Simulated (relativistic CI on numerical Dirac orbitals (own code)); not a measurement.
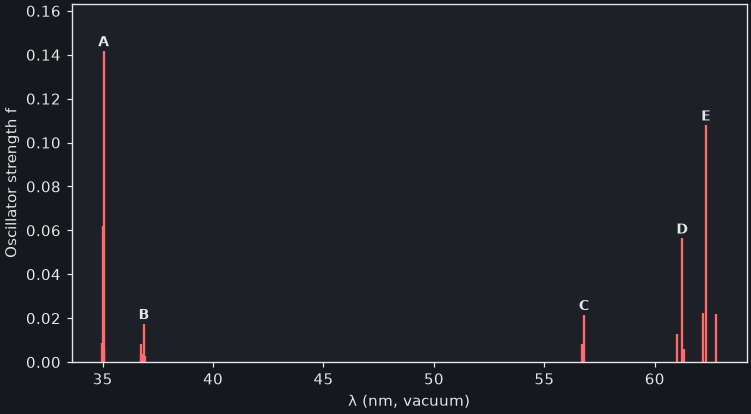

Computed spectrum: absorption lines from the lowest level (oscillator strengths f) of an atom or ion with 21 electrons. Level of the calculation: relativistic CI on Dirac orbitals, KLI exchange-only orbitals, Breit term, model QED, valence Slater integrals scaled by 0.85, a P86 correlation estimate for each configuration.

Question: Which ion is it, and what are the lettered lines?

Answer: Cr³⁺. A: 3d² 4f ⁴G°₅/₂ ← 3d³ ⁴F₃/₂, 35.05 nm, f = 0.14; B: 3d² 5p ⁴F°₃/₂ ← 3d³ ⁴F₃/₂, 36.88 nm, f = 0.018; C: 3d² 4p ⁴D°₁/₂ ← 3d³ ⁴F₃/₂, 56.79 nm, f = 0.022; D: 3d² 4p ⁴D°₁/₂ ← 3d³ ⁴F₃/₂, 61.25 nm, f = 0.056; E: 3d² 4p ⁴F°₃/₂ ← 3d³ ⁴F₃/₂, 62.33 nm, f = 0.11.

Known limits: near-neutral ion: configurations can be misplaced by up to about 10000 cm⁻¹, over 20000 where the f count changes; rates and lifetimes follow the computed energies and can be off by orders of magnitude; the fine structure of a weakly bound d or f electron outside closed shells is too small or inverted; only a limited list of configurations is included, so lower levels can be missing; only lines among the lowest 200 of 939 levels are drawn, so those from 3d² 4f are incomplete.
